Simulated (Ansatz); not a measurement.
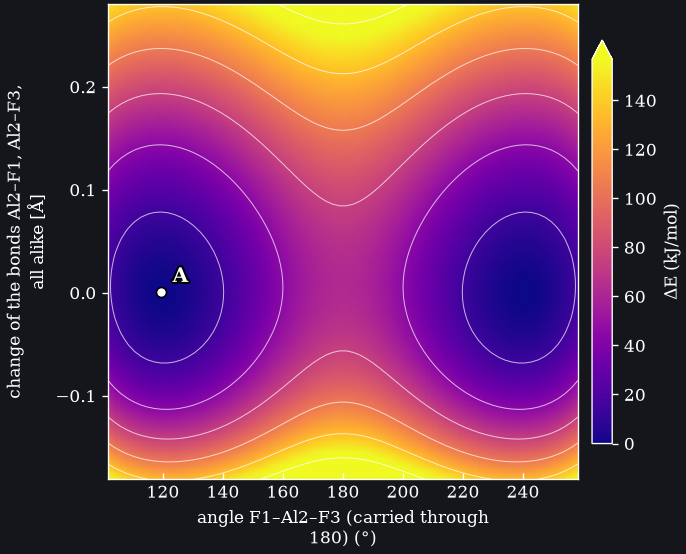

AlF₂, SMILES [F][Al][F], spin multiplicity 2. 
- The first coordinate is: angle F1–Al2–F3 (carried through 180); the second: change of the bonds Al2–F1, Al2–F3, all alike.
- Nothing is relaxed (all other coordinates rigid).
- The grid has 15 × 15 points; 120 points were computed and 105 follow by symmetry.
- Points are written as (first, second).
- All energies are given in kJ/mol relative to the relaxed molecule at the same level.
- Level of theory: Ansatz 0.2.0, UKS PBE0-D4/def2-TZVP.

Drawn: a smooth colour map with a few white contour lines, one colour for all values above the top of the scale, the point A. Between grid points the surface is interpolated.

> What is the easiest way out of the well at A, and how high is the barrier?

The easiest path leads from the well at about (119°, 0.00 Å) to a well of about the same depth at about (241°, 0.00 Å). Its highest point lies about 63 kJ/mol above the bottom of the first well on the interpolated surface, at about (180°, 0.01 Å). The start is the relaxed structure and all else is held, so a fully relaxed path at this level can only be lower.

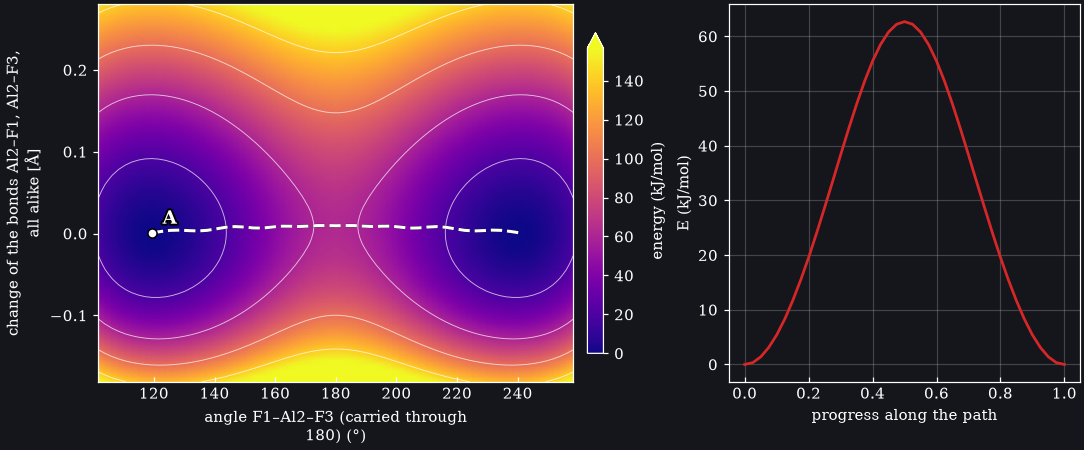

In the figure: a smooth colour map with a few white contour lines, a line along the lowest path, one colour for all values above the top of the scale, the energy along the path at the right. Between grid points the surface is interpolated.
